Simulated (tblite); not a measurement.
## C2H10NSi4: geometry relaxation

C2H10NSi4, multiplicity 2, SMILES [SiH2]N([SiH3])[SiH2]C#C[SiH3], computed with GFN2-xTB geometry optimisation, gas phase (tblite 0.8.0).

It belongs to a series of runs on one base structure; here: H removed from Si.

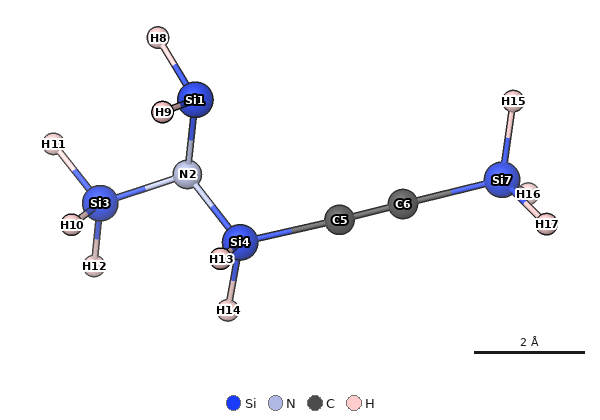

*The input geometry (ball-and-stick view, seen at a tilt; atoms are numbered from 1 in the order of the input).*

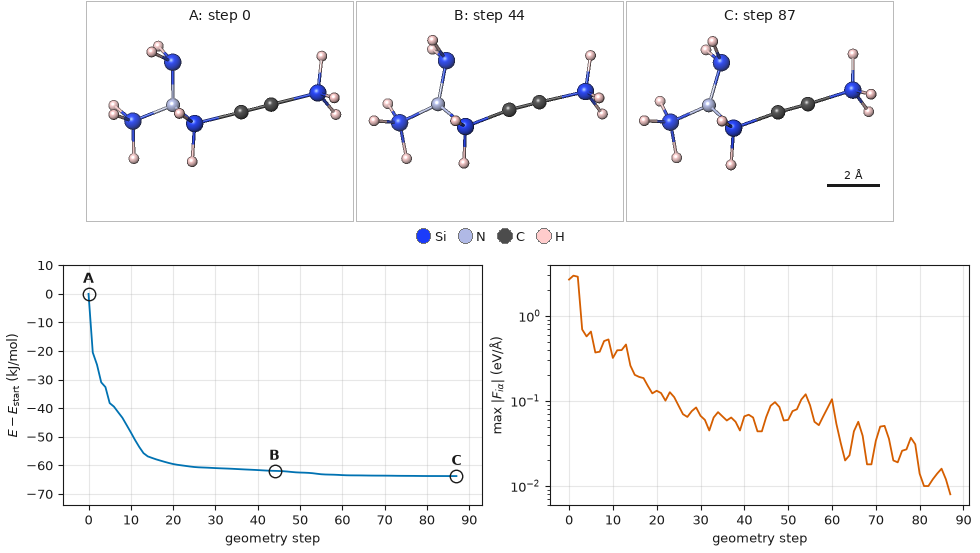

*Frames of the relaxation (ball-and-stick view, seen at a tilt) above the curves, on which the letters mark them (steps are counted from 0).*

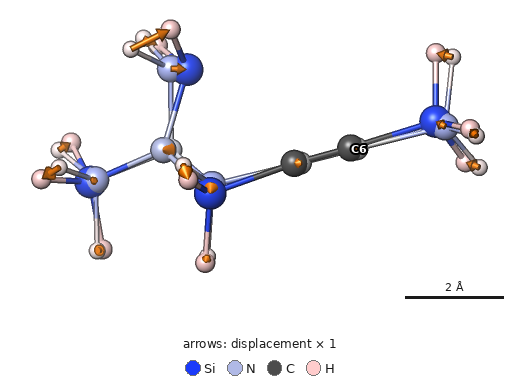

*Start (faint) and end (solid) with the displacements as orange arrows, at true length (ball-and-stick view, seen at a tilt). The two geometries are laid on each other by the best rigid fit.*

After 87 geometry steps the energy has fallen by 63.7 kJ/mol. Largest force component: 2.7 eV/Å at the start, 0.008 eV/Å at the end. H9 moves most after the best rigid fit: 0.91 Å. By element the largest moves are H 0.91 Å, N 0.46 Å, Si 0.36 Å, C 0.17 Å. Among the contacts that change: Si1–N2 1.684 → 1.745 Å, N2–Si3 1.681 → 1.738 Å, N2–Si4 1.692 → 1.750 Å, Si3–H11 1.494 → 1.461 Å. Among the angles that change: Si1–N2–Si3 111.3° → 123.4°, Si3–N2–Si4 109.1° → 120.3°, N2–Si4–C5 111.8° → 105.3°. (Atoms are counted from 1 in the order of the input.)

The input and output of the run follow.

## Input
```
{"job": {"kind": "relax", "xc": "GFN2-xTB", "basis": "xTB"}, "charge": 0, "multiplicity": 2}
Si    -1.679900     1.339800     0.045700
N     -1.457100    -0.217100    -0.556700
Si    -2.881000    -1.107200    -0.490600
Si    -0.263900    -1.011000     0.343500
C      1.416500    -0.221400     0.120600
C      2.483500     0.301000    -0.053200
Si     4.154200     1.110600    -0.325400
H     -2.572800     2.092300    -0.869200
H     -2.283300     1.309700     1.404400
H     -3.373200    -1.278800     0.904200
H     -3.934700    -0.421600    -1.298200
H     -2.677700    -2.439900    -1.101900
H     -0.618500    -1.031700     1.804100
H     -0.155800    -2.425800    -0.107600
H      4.003800     2.593700    -0.363400
H      4.750500     0.654000    -1.589500
H      5.082500     0.765500     0.788700
```

The first line tells a small driver script what to run in tblite; the rest is the geometry in Å.

Run as:
```bash
OMP_NUM_THREADS=1 python <driver script> task.json out
```

## The program's output
```
step      E/eV     max force
  0    -520.75184    3.150
  1    -520.96423    3.471
  2    -521.00849    3.241
  3    -521.07247    0.737
  4    -521.08967    0.601
  5    -521.14767    0.720
  6    -521.16038    0.401
  7    -521.18070    0.417
  8    -521.20069    0.585
  9    -521.22707    0.619
 10    -521.25375    0.351
 11    -521.28152    0.445
 12    -521.30684    0.448
 13    -521.32911    0.484
 14    -521.34077    0.272
 15    -521.34635    0.210
 16    -521.35165    0.205
 17    -521.35620    0.222
 18    -521.36066    0.151
 19    -521.36482    0.132
 20    -521.36853    0.158
 21    -521.37126    0.147
 22    -521.37338    0.107
 23    -521.37546    0.127
 24    -521.37756    0.125
 25    -521.37932    0.120
 26    -521.38044    0.075
 27    -521.38111    0.080
 28    -521.38172    0.083
 29    -521.38247    0.093
 30    -521.38327    0.072
 31    -521.38396    0.064
 32    -521.38453    0.059
 33    -521.38511    0.067
 34    -521.38581    0.077
 35    -521.38662    0.077
 36    -521.38745    0.081
 37    -521.38822    0.076
 38    -521.38891    0.066
 39    -521.38962    0.063
 40    -521.39042    0.074
 41    -521.39132    0.081
 42    -521.39218    0.075
 43    -521.39285    0.052
 44    -521.39331    0.052
 45    -521.39379    0.069
 46    -521.39453    0.095
 47    -521.39573    0.111
 48    -521.39728    0.099
 49    -521.39861    0.072
 50    -521.39938    0.077
 51    -521.39985    0.085
 52    -521.40055    0.085
 53    -521.40184    0.104
 54    -521.40379    0.121
 55    -521.40556    0.106
 56    -521.40645    0.061
 57    -521.40686    0.063
 58    -521.40723    0.068
 59    -521.40786    0.088
 60    -521.40868    0.106
 61    -521.40934    0.055
 62    -521.40961    0.037
 63    -521.40970    0.027
 64    -521.40979    0.027
 65    -521.40998    0.056
 66    -521.41021    0.068
 67    -521.41041    0.047
 68    -521.41051    0.019
 69    -521.41057    0.024
 70    -521.41064    0.042
 71    -521.41077    0.059
 72    -521.41097    0.060
 73    -521.41119    0.038
 74    -521.41133    0.023
 75    -521.41141    0.022
 76    -521.41147    0.031
 77    -521.41158    0.034
 78    -521.41175    0.044
 79    -521.41191    0.036
 80    -521.41200    0.016
 81    -521.41203    0.011
 82    -521.41204    0.012
 83    -521.41207    0.014
 84    -521.41211    0.018
 85    -521.41215    0.018
 86    -521.41217    0.014
 87    -521.41218    0.009
```

## Trajectory as extended XYZ (Å, eV, eV/Å), 13 of the 88 frames kept, from step=0 to step=87
```
17
Properties=species:S:1:pos:R:3:forces:R:3 step=0 energy=-520.75184
Si   -1.6799    1.3398    0.0457   -0.4760   2.5350   0.5690
N    -1.4571   -0.2171   -0.5567    0.3040  -0.2130  -0.9740
Si   -2.8810   -1.1072   -0.4906   -2.6820  -1.5250  -0.6370
Si   -0.2639   -1.0110    0.3435    2.2520  -1.3720   1.2620
C     1.4165   -0.2214    0.1206   -1.4690  -0.3840   0.0970
C     2.4835    0.3010   -0.0532    1.4520   0.6810  -0.2230
Si    4.1542    1.1106   -0.3254   -0.0970   0.0990   0.2940
H    -2.5728    2.0923   -0.8692    0.2600  -0.1720   0.1530
H    -2.2833    1.3097    1.4044    0.1600   0.1200  -0.1740
H    -3.3732   -1.2788    0.9042    0.1030   0.0280  -0.3470
H    -3.9347   -0.4216   -1.2982    0.4690  -0.1120   0.3350
H    -2.6777   -2.4399   -1.1019    0.0820   0.3390   0.1920
H    -0.6185   -1.0317    1.8041    0.2010   0.0350  -0.4120
H    -0.1558   -2.4258   -0.1076   -0.0380   0.3540   0.0480
H     4.0038    2.5937   -0.3634   -0.0630  -0.4270   0.0120
H     4.7505    0.6540   -1.5895   -0.1290  -0.0200   0.0640
H     5.0825    0.7655    0.7887   -0.3290   0.0330  -0.2590
17
Properties=species:S:1:pos:R:3:forces:R:3 step=7 energy=-521.18070
Si   -1.6773    1.4326    0.0465   -0.1220  -0.0790   0.0230
N    -1.4992   -0.2442   -0.4164   -0.0100  -0.0320  -0.1740
Si   -2.9722   -1.1693   -0.5387    0.0650   0.0530   0.0640
Si   -0.1723   -1.0703    0.3748   -0.1590  -0.0080   0.0610
C     1.4182   -0.1658    0.1021   -0.3800  -0.1710  -0.0010
C     2.5144    0.3174   -0.0542    0.2000   0.1270  -0.0500
Si    4.1581    1.1155   -0.3197   -0.0680  -0.0040   0.0300
H    -2.5702    2.1204   -0.8961    0.1090  -0.0490   0.0200
H    -2.2529    1.3795    1.4025    0.0820   0.2970   0.0070
H    -3.4087   -1.3039    0.8553   -0.2600  -0.1710  -0.0290
H    -3.9446   -0.3910   -1.3064    0.1080  -0.0660  -0.0120
H    -2.6629   -2.4767   -1.1132   -0.0270   0.1060  -0.0360
H    -0.5456   -1.0422    1.7971    0.2690  -0.1190   0.1420
H    -0.1292   -2.4512   -0.1217    0.1010   0.0880  -0.0190
H     3.9776    2.5612   -0.3596   -0.0400   0.1650  -0.0060
H     4.7188    0.6450   -1.5789    0.0480  -0.0750  -0.1630
H     5.0412    0.7550    0.7821    0.0840  -0.0620   0.1410
17
Properties=species:S:1:pos:R:3:forces:R:3 step=14 energy=-521.34077
Si   -1.6854    1.4327    0.0495    0.0220   0.0390   0.0310
N    -1.5639   -0.2866   -0.2777    0.0400   0.0980   0.2380
Si   -3.0196   -1.2070   -0.5266    0.0100   0.0080   0.0060
Si   -0.1663   -1.0888    0.4233    0.0800   0.0460  -0.0270
C     1.3698   -0.1236    0.0497    0.0540   0.0090   0.0360
C     2.4834    0.3430   -0.0685   -0.2610  -0.0760  -0.0160
Si    4.1390    1.1151   -0.3155    0.0070  -0.0200  -0.0510
H    -2.5158    2.1297   -0.9477    0.1000  -0.1890   0.1010
H    -2.1609    1.6955    1.4245    0.0690  -0.0410  -0.1890
H    -3.6572   -1.4702    0.7658   -0.0570  -0.0380   0.0390
H    -3.8976   -0.3859   -1.3509   -0.0180   0.0260  -0.0620
H    -2.6598   -2.4630   -1.1701    0.0270  -0.0260  -0.0490
H    -0.2617   -1.1541    1.8965   -0.0640  -0.0330  -0.0990
H    -0.0310   -2.4338   -0.1575   -0.0880   0.0890   0.0290
H     3.9373    2.5656   -0.3570    0.0700   0.0300   0.0000
H     4.6800    0.6193   -1.5885    0.0210   0.0440   0.0600
H     5.0023    0.7241    0.8062   -0.0110   0.0340  -0.0480
17
Properties=species:S:1:pos:R:3:forces:R:3 step=22 energy=-521.37338
Si   -1.6289    1.4388    0.0603   -0.1010  -0.0020  -0.0040
N    -1.6050   -0.2951   -0.1469    0.0790   0.0200  -0.0150
Si   -3.0366   -1.2128   -0.5117    0.0160   0.0170  -0.0320
Si   -0.1701   -1.0948    0.4509    0.0760  -0.0260  -0.0010
C     1.3413   -0.1084    0.0481    0.0440   0.0220   0.0150
C     2.4485    0.3639   -0.0970   -0.0470   0.0110  -0.0010
Si    4.1175    1.1221   -0.3253    0.0060   0.0000  -0.0290
H    -2.4762    2.0551   -0.9630    0.0450  -0.0320  -0.0260
H    -2.1064    1.7925    1.4018    0.0610   0.0040   0.0250
H    -3.7507   -1.5371    0.7233   -0.0350  -0.0110   0.0670
H    -3.8656   -0.3845   -1.3776   -0.0390   0.0770  -0.0330
H    -2.6424   -2.4371   -1.1981    0.0550  -0.0370  -0.0140
H    -0.2105   -1.2121    1.9129   -0.0620  -0.0230   0.0840
H    -0.0525   -2.4125   -0.1749   -0.0540  -0.0500  -0.0260
H     3.9630    2.5799   -0.3579    0.0150   0.0000  -0.0120
H     4.6864    0.6263   -1.5842   -0.0150   0.0280   0.0160
H     4.9812    0.7279    0.7950   -0.0460   0.0040  -0.0140
17
Properties=species:S:1:pos:R:3:forces:R:3 step=29 energy=-521.38247
Si   -1.6303    1.4316    0.0655    0.0380   0.0120  -0.0270
N    -1.5929   -0.3011   -0.1374   -0.0250   0.0230   0.0030
Si   -3.0321   -1.2056   -0.5121   -0.0120  -0.0230  -0.0280
Si   -0.1661   -1.1108    0.4687    0.0020   0.0240  -0.0400
C     1.3395   -0.1121    0.0647    0.0760   0.0100   0.0170
C     2.4349    0.3809   -0.1071   -0.0840  -0.0330   0.0240
Si    4.1081    1.1323   -0.3356    0.0250   0.0030  -0.0250
H    -2.4588    2.0225   -0.9850    0.0040   0.0040   0.0160
H    -2.0732    1.8036    1.4127    0.0110  -0.0010  -0.0050
H    -3.7612   -1.5412    0.7192    0.0280   0.0250  -0.0360
H    -3.8582   -0.3657   -1.3801    0.0300  -0.0030   0.0380
H    -2.6192   -2.4263   -1.2011   -0.0020   0.0120   0.0070
H    -0.2408   -1.2358    1.9302   -0.0050  -0.0270   0.0440
H    -0.0874   -2.4205   -0.1808    0.0170  -0.0410   0.0140
H     3.9805    2.5929   -0.3663   -0.0120  -0.0080  -0.0130
H     4.6895    0.6381   -1.5908   -0.0430   0.0220   0.0300
H     4.9606    0.7294    0.7910   -0.0480   0.0000  -0.0190
17
Properties=species:S:1:pos:R:3:forces:R:3 step=36 energy=-521.38745
Si   -1.6041    1.4364    0.0577    0.0520  -0.0330  -0.0130
N    -1.5869   -0.2980   -0.1278    0.0550  -0.0590   0.0090
Si   -3.0193   -1.2040   -0.5224   -0.0220   0.0140   0.0180
Si   -0.1723   -1.1263    0.4833    0.0410  -0.0330   0.0360
C     1.3402   -0.1310    0.0951   -0.0220   0.0150  -0.0110
C     2.4160    0.3924   -0.1024   -0.0480  -0.0330   0.0130
Si    4.0855    1.1454   -0.3458   -0.0050  -0.0060  -0.0060
H    -2.4426    2.0120   -0.9888   -0.0250   0.0440  -0.0260
H    -2.0300    1.8221    1.4044    0.0060   0.0090   0.0240
H    -3.7634   -1.5360    0.6996    0.0300  -0.0090  -0.0090
H    -3.8388   -0.3416   -1.3699    0.0050  -0.0060  -0.0320
H    -2.6013   -2.4235   -1.2117   -0.0200   0.0430   0.0040
H    -0.2526   -1.2776    1.9465   -0.0180   0.0080  -0.0270
H    -0.0897   -2.4409   -0.1644    0.0030   0.0290   0.0140
H     3.9755    2.6061   -0.3852   -0.0260   0.0070   0.0050
H     4.6620    0.6521   -1.6008   -0.0220  -0.0040   0.0000
H     4.9147    0.7242    0.7882    0.0170   0.0150   0.0010
17
Properties=species:S:1:pos:R:3:forces:R:3 step=44 energy=-521.39331
Si   -1.5512    1.4274    0.0357    0.0240   0.0110   0.0220
N    -1.5609   -0.3103   -0.1143   -0.0080  -0.0060  -0.0200
Si   -3.0044   -1.1843   -0.5293   -0.0270  -0.0350   0.0020
Si   -0.1703   -1.1634    0.5169   -0.0190   0.0050   0.0060
C     1.3209   -0.1421    0.1268   -0.0070  -0.0170   0.0160
C     2.3865    0.3935   -0.0898   -0.0160  -0.0040   0.0060
Si    4.0449    1.1593   -0.3549    0.0070  -0.0030  -0.0050
H    -2.4168    2.0192   -0.9823    0.0080  -0.0030  -0.0380
H    -1.9574    1.8396    1.3816    0.0320   0.0000   0.0380
H    -3.7479   -1.5372    0.6850   -0.0060   0.0140   0.0080
H    -3.8078   -0.3152   -1.3845    0.0010   0.0130   0.0010
H    -2.5973   -2.3963   -1.2319    0.0030  -0.0270  -0.0310
H    -0.2811   -1.3253    1.9761    0.0010   0.0100  -0.0250
H    -0.0801   -2.4719   -0.1404   -0.0040   0.0190   0.0150
H     3.9381    2.6200   -0.4024   -0.0320   0.0040   0.0140
H     4.6041    0.6622   -1.6155   -0.0030  -0.0090  -0.0020
H     4.8738    0.7367    0.7787    0.0440   0.0270  -0.0070
17
Properties=species:S:1:pos:R:3:forces:R:3 step=51 energy=-521.39985
Si   -1.4895    1.4157    0.0192    0.0050  -0.0040   0.0220
N    -1.5491   -0.3229   -0.1192    0.0120   0.0120  -0.0200
Si   -2.9975   -1.1806   -0.5486    0.0110   0.0170   0.0140
Si   -0.1869   -1.1921    0.5457   -0.0060  -0.0080   0.0270
C     1.3016   -0.1628    0.1778   -0.0190  -0.0150  -0.0030
C     2.3533    0.3880   -0.0646    0.0760  -0.0100   0.0370
Si    3.9976    1.1704   -0.3619    0.0090   0.0230   0.0050
H    -2.3594    2.0183   -0.9910    0.0140  -0.0090   0.0160
H    -1.8327    1.8404    1.3813    0.0190  -0.0020  -0.0300
H    -3.7234   -1.5201    0.6814   -0.0320  -0.0200  -0.0560
H    -3.7735   -0.2812   -1.3980   -0.0400  -0.0080   0.0130
H    -2.6025   -2.3829   -1.2782   -0.0200  -0.0120   0.0170
H    -0.3314   -1.3593    2.0000   -0.0010   0.0160   0.0010
H    -0.0770   -2.5023   -0.1017   -0.0230  -0.0020  -0.0120
H     3.8532    2.6280   -0.4040   -0.0170   0.0130  -0.0200
H     4.5307    0.6645   -1.6302    0.0020   0.0130  -0.0070
H     4.8793    0.7909    0.7474    0.0100  -0.0040  -0.0040
17
Properties=species:S:1:pos:R:3:forces:R:3 step=58 energy=-521.40723
Si   -1.4061    1.3973    0.0056    0.0020  -0.0150  -0.0660
N    -1.5312   -0.3385   -0.1243   -0.0260  -0.0080   0.0220
Si   -2.9903   -1.1690   -0.5743   -0.0030   0.0130  -0.0130
Si   -0.1986   -1.2229    0.5829    0.0010   0.0000  -0.0220
C     1.2908   -0.1877    0.2295    0.0440  -0.0220   0.0250
C     2.3516    0.3552    0.0036   -0.0080  -0.0130   0.0030
Si    3.9528    1.1943   -0.3647   -0.0130  -0.0050   0.0120
H    -2.2806    2.0127   -0.9915    0.0020   0.0120   0.0250
H    -1.6735    1.8546    1.3707   -0.0110  -0.0030   0.0080
H    -3.7405   -1.5274    0.6320   -0.0290  -0.0150   0.0320
H    -3.7680   -0.2512   -1.4019    0.0020   0.0130  -0.0070
H    -2.6260   -2.3747   -1.3153    0.0200   0.0130   0.0030
H    -0.3774   -1.3826    2.0338    0.0010   0.0140  -0.0050
H    -0.0938   -2.5318   -0.0660   -0.0120  -0.0190   0.0030
H     3.7382    2.6440   -0.4214    0.0100  -0.0090  -0.0110
H     4.4469    0.6835   -1.6465    0.0090   0.0280  -0.0220
H     4.8986    0.8562    0.7034    0.0100   0.0160   0.0140
17
Properties=species:S:1:pos:R:3:forces:R:3 step=65 energy=-521.40998
Si   -1.3722    1.3873   -0.0135   -0.0090   0.0150   0.0270
N    -1.5294   -0.3466   -0.1213    0.0080  -0.0070  -0.0030
Si   -2.9938   -1.1622   -0.5800   -0.0140  -0.0100   0.0020
Si   -0.2047   -1.2391    0.5926    0.0120  -0.0010  -0.0050
C     1.3001   -0.2165    0.2598    0.0340  -0.0020  -0.0180
C     2.3557    0.3360    0.0305   -0.0440  -0.0340   0.0020
Si    3.9366    1.2017   -0.3639    0.0140  -0.0020  -0.0080
H    -2.2582    2.0219   -0.9855   -0.0170   0.0070  -0.0160
H    -1.6155    1.8491    1.3570    0.0080  -0.0040  -0.0190
H    -3.7532   -1.5315    0.6204    0.0000   0.0060  -0.0060
H    -3.7638   -0.2340   -1.4049    0.0130   0.0010   0.0080
H    -2.6255   -2.3632   -1.3280    0.0040   0.0130   0.0010
H    -0.3993   -1.3833    2.0423    0.0020  -0.0030   0.0120
H    -0.1078   -2.5528   -0.0491   -0.0090   0.0010   0.0080
H     3.6985    2.6465   -0.4328   -0.0060   0.0090   0.0090
H     4.4177    0.7073   -1.6582    0.0060   0.0040   0.0040
H     4.9078    0.8913    0.6903    0.0000   0.0090   0.0010
17
Properties=species:S:1:pos:R:3:forces:R:3 step=72 energy=-521.41097
Si   -1.3740    1.3890   -0.0192    0.0020  -0.0050  -0.0120
N    -1.5282   -0.3469   -0.1153    0.0070   0.0010   0.0040
Si   -2.9935   -1.1603   -0.5779    0.0180   0.0090   0.0010
Si   -0.2042   -1.2433    0.5970   -0.0270  -0.0130   0.0070
C     1.3109   -0.2405    0.2536   -0.0430  -0.0150   0.0060
C     2.3608    0.3205    0.0245    0.0510   0.0250  -0.0190
Si    3.9341    1.2046   -0.3658    0.0190   0.0070   0.0170
H    -2.2671    2.0212   -0.9887   -0.0020  -0.0110   0.0080
H    -1.6041    1.8535    1.3504   -0.0020   0.0090   0.0100
H    -3.7637   -1.5316    0.6142    0.0060   0.0010   0.0070
H    -3.7555   -0.2246   -1.4001   -0.0030   0.0050  -0.0090
H    -2.6188   -2.3557   -1.3299   -0.0040  -0.0040  -0.0040
H    -0.3972   -1.3863    2.0485    0.0090   0.0120  -0.0100
H    -0.1240   -2.5604   -0.0395   -0.0020  -0.0050   0.0010
H     3.6866    2.6499   -0.4270   -0.0140  -0.0250   0.0040
H     4.4232    0.7187   -1.6602    0.0030   0.0060   0.0050
H     4.9077    0.9041    0.6910   -0.0170   0.0040  -0.0170
17
Properties=species:S:1:pos:R:3:forces:R:3 step=80 energy=-521.41200
Si   -1.3589    1.3891   -0.0276    0.0010  -0.0070  -0.0060
N    -1.5181   -0.3470   -0.1168   -0.0070   0.0010   0.0010
Si   -2.9871   -1.1505   -0.5835   -0.0030  -0.0020   0.0040
Si   -0.2072   -1.2555    0.6023    0.0030   0.0070   0.0040
C     1.3172   -0.2686    0.2519   -0.0020  -0.0040  -0.0070
C     2.3669    0.2923    0.0203    0.0110   0.0000   0.0010
Si    3.9250    1.2054   -0.3646   -0.0140   0.0010  -0.0080
H    -2.2745    2.0109   -0.9826    0.0040   0.0000   0.0040
H    -1.5701    1.8616    1.3429    0.0040  -0.0020   0.0030
H    -3.7558   -1.5238    0.6092    0.0020   0.0050   0.0020
H    -3.7448   -0.2081   -1.4025   -0.0020  -0.0030  -0.0040
H    -2.6223   -2.3466   -1.3393    0.0010  -0.0020  -0.0070
H    -0.3950   -1.3757    2.0559   -0.0010   0.0020   0.0030
H    -0.1459   -2.5815   -0.0180    0.0000   0.0050   0.0000
H     3.6306    2.6407   -0.4154   -0.0020   0.0100  -0.0030
H     4.4238    0.7400   -1.6624    0.0050   0.0020   0.0000
H     4.9095    0.9293    0.6858   -0.0010  -0.0120   0.0100
17
Properties=species:S:1:pos:R:3:forces:R:3 step=87 energy=-521.41218
Si   -1.3571    1.3876   -0.0282    0.0020   0.0020   0.0000
N    -1.5189   -0.3480   -0.1146    0.0010   0.0020  -0.0010
Si   -2.9874   -1.1507   -0.5839    0.0010   0.0010  -0.0010
Si   -0.2074   -1.2557    0.6043    0.0000   0.0010   0.0000
C     1.3181   -0.2730    0.2479    0.0020   0.0020   0.0000
C     2.3685    0.2877    0.0183   -0.0050   0.0010  -0.0080
Si    3.9228    1.2069   -0.3657   -0.0010  -0.0020   0.0000
H    -2.2753    2.0087   -0.9807    0.0010   0.0030   0.0000
H    -1.5637    1.8629    1.3423    0.0050  -0.0040   0.0010
H    -3.7542   -1.5207    0.6109   -0.0020  -0.0030  -0.0040
H    -3.7436   -0.2085   -1.4048   -0.0030  -0.0030   0.0010
H    -2.6220   -2.3447   -1.3434   -0.0030  -0.0020   0.0030
H    -0.3930   -1.3722    2.0585    0.0000   0.0010   0.0010
H    -0.1492   -2.5819   -0.0153    0.0000  -0.0010   0.0030
H     3.6240    2.6418   -0.4159    0.0020   0.0000   0.0010
H     4.4288    0.7461   -1.6624    0.0010   0.0010   0.0000
H     4.9026    0.9258    0.6883    0.0000   0.0010   0.0040
```

## Key numbers

| quantity | value |
| --- | --- |
| outcome | converged |
| total energy | −521.4122 eV |
| hardware | 1 CPU thread, shared host |
| wall time | 0.86 s |
| peak memory | 0.18 GiB |
